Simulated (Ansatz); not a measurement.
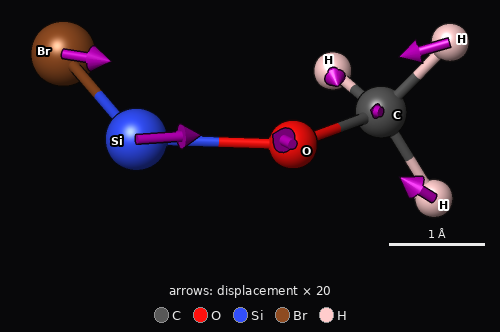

A relaxation of CH₃BrOSi. The starting structure is drawn; purple arrows show the displacements, 20 times their true length. The two geometries are superimposed by the best rigid fit.

Style: ball-and-stick. Shown from a free direction.

The start comes from PBE-D4/def2-SVP.

Level of theory: RKS PBE0-D4/def2-TZVP (Ansatz). (force threshold 0.005 eV/Å; at most 150 steps)

Question: What happened in the run?

Answer: Over 6 geometry steps the energy falls by 0.054 eV. The largest force component goes from 1.2 to 0.0021 eV/Å. The atom that moves furthest after the best rigid fit is the Si atom (0.037 Å). Largest moves by element: Si 0.037 Å, Br 0.030 Å, H 0.029 Å, O 0.021 Å, C 0.007 Å. Some distances before and after: O–Si 1.666 → 1.621 Å, Br–Si 2.320 → 2.297 Å, C–H 1.111 → 1.092 Å, C–O 1.419 → 1.412 Å.
